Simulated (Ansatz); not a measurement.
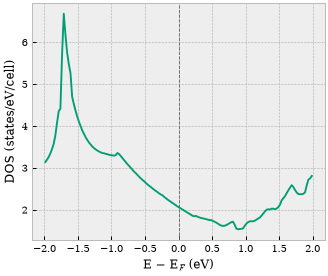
Figure: Density of states of Cu3Sn (P6_3/mmc) near the Fermi level, PBEsol, rigid bands (Ansatz, a quantum-chemistry and plane-wave program).

Question: With 8 atoms a cell, what bare Sommerfeld coefficient γ = (π²/3) k_B² N(E_F) follows?

Answer: N(E_F) ≈ 2.1 states/eV a cell at 300 K, so γ ≈ 0.61 mJ/(mol of atoms·K²), before many-body enhancement (phonons, spin fluctuations, correlation).

Question: How far does the Fermi level move in a rigid band for 0.1 electron a cell added or removed?

Answer: 49 meV and -48 meV.

A metal at this level (no band gap); rigid bands, thermally averaged at 300 K, both spins. Spin-orbit coupling is left out. Geometry: cell and atoms relaxed with PBEsol.

Computed structure with no diffraction record at hand here (it may be known, metastable or hypothetical): Cu3Sn (P6_3/mmc).
